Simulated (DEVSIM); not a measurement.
Device: illuminated Si p-on-n cell, one wavelength, with a back-surface field, at 300 K.

```csv
layer (left to right),material,thickness (μm),Nd (cm⁻³),Na (cm⁻³),τn (s),τp (s),absorption coefficient (cm⁻¹)
1,Si,0.0650,-,6.8e18,8.7e-8,7.5e-8,1800
2,Si,170,2.7e15,-,1.1e-7,1.1e-7,1800
3,Si,0.130,4.7e18,-,1.1e-7,1.1e-7,1800
```

Left contact: ohmic, minority electron recombination velocity 20 cm/s. Right contact: ohmic, minority hole recombination velocity 1e5 cm/s. Voltage is applied to the left contact. Recombination: SRH at mid-gap, radiative. Gap narrowing is on: ΔEg = 6.92 meV × (l + √(l² + 0.5)), l = ln(N/1.3e17 cm⁻³), shared equally by both band edges. Light enters at the left, 4.6e16 photons cm⁻² s⁻¹, one pass, no reflection. Mobility is μmin + (μ − μmin)/(1 + (N/Nref)^α).

The device is made up for the run: typed textbook-type constants, with dimensions and the other settings drawn at random. Values at 300 K.

```csv
parameter,Si
gap (eV),1.124
affinity (eV),4.05
permittivity,11.7
Nc (cm⁻³),2.86e19
Nv (cm⁻³),3.1e19
μn (cm²/Vs),1417
μp (cm²/Vs),470
"μn,min",52
"μp,min",45
"Nref,n",9.7e16
"Nref,p",2.2e17
αn,0.68
αp,0.72
B (cm³/s),4.7e-15
```

Model (solved in DEVSIM): 1D drift-diffusion, Boltzmann statistics, complete ionisation; no tunnelling, impact ionisation, image-force lowering or self-heating.

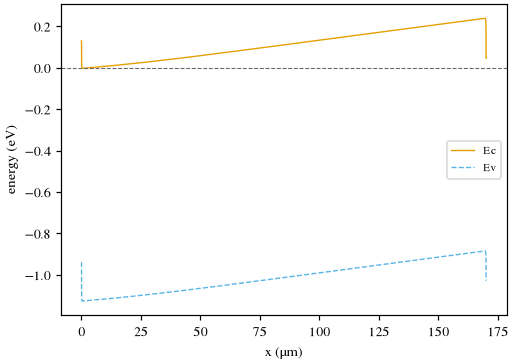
Figure: Band edges at 0.9 V on the left contact, in the dark

Energies count from the Fermi level of the right contact; mesh points crowd at the junctions.

| x (μm) | Ec (eV) | Ev (eV) | n (cm⁻³) | p (cm⁻³) | field (V/cm) |
|---|---|---|---|---|---|
| 0.000 | 0.130 | -0.939 | 4.6e13 | 6.8e18 | ≈ 0 |
| 0.02560 | 0.130 | -0.939 | 4.6e13 | 6.8e18 | ≈ 0 |
| 0.05410 | 0.130 | -0.939 | 4.6e13 | 6.8e18 | -150 |
| 0.08017 | 0.069 | -1.054 | 4.7e14 | 8.0e16 | -25000 |
| 0.1798 | 0.002 | -1.122 | 6.4e15 | 5.8e15 | -1200 |
| 0.4107 | -0.002 | -1.126 | 7.5e15 | 4.8e15 | ≈ 0 |
| 0.9861 | -0.002 | -1.125 | 7.4e15 | 4.7e15 | ≈ 0 |
| 3.390 | 0.000 | -1.123 | 6.8e15 | 4.1e15 | ≈ 0 |
| 8.959 | 0.006 | -1.117 | 5.7e15 | 3.0e15 | 10 |
| 22.84 | 0.022 | -1.102 | 4.0e15 | 1.3e15 | 12 |
| 60.75 | 0.074 | -1.049 | 2.8e15 | 1.2e14 | 15 |
| 135.4 | 0.187 | -0.936 | 2.7e15 | 1.1e12 | 15 |
| 156.5 | 0.219 | -0.904 | 2.7e15 | 3.4e11 | 15 |
| 164.8 | 0.232 | -0.892 | 2.7e15 | 3.0e11 | 15 |
| 168.7 | 0.238 | -0.886 | 2.7e15 | 3.3e11 | 15 |
| 169.5 | 0.239 | -0.885 | 2.7e15 | 3.5e11 | ≈ 0 |
| 169.9 | 0.234 | -0.889 | 3.3e15 | 2.9e11 | -680 |
| 170.0 | 0.203 | -0.921 | 1.1e16 | 8.5e10 | -6100 |
| 170.1 | 0.063 | -1.011 | 2.5e18 | 2.6e9 | -81000 |
| 170.1 | 0.047 | -1.027 | 4.7e18 | 1.3e9 | ≈ 0 |
| 170.2 | 0.047 | -1.027 | 4.7e18 | 1.1e9 | ≈ 0 |
| 170.2 | 0.047 | -1.027 | 4.7e18 | 8.8e8 | ≈ 0 |
